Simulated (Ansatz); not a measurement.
A relaxed structure of ZnO. Computed with r2SCAN (plane waves to 500 eV, PAW, scalar-relativistic; Ansatz, a first-principles code).

P6₃mc (No. 186), hP4, wurtzite type; a = b = 3.235 Å, c = 5.211 Å, α = β = 90.00°, γ = 120.00°.

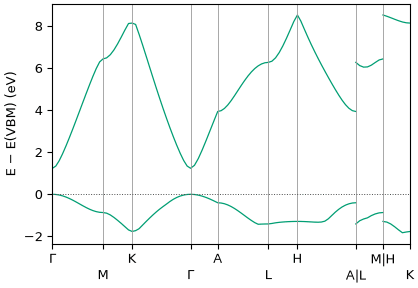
*Highest filled and lowest empty band along the path of this cell's Brillouin zone*

**Question.** Read off the gap and say whether it is direct.

**Answer.** 1.24 eV, direct at Γ (no spin-orbit coupling).

**Question.** How far does the top valence band disperse along this path?

**Answer.** About 1.8 eV.

No spin polarisation in the result.

Measured for ZnO: a 3.2482 Å (0 K or low temperature; as listed in arXiv:1206.3780); c 5.204 Å (0 K or low temperature; as listed in arXiv:1206.3780); gap 3.6 eV (static lattice; corrected from measurement; as listed in Wei Chen et al., Physical Review Materials (2018)). Computed minus measured — a: r2SCAN -0.4 %; c: r2SCAN +0.1 %; gap: r2SCAN -2.36 eV. The computed values are for a static lattice, and a measured gap can be an optical one, lowered by exciton binding.

The run could not lose the symmetry of its start.

It was reached from a disturbed copy of a P6₃/mmc (No. 194) cell, against which it lies -0.287 eV/atom.
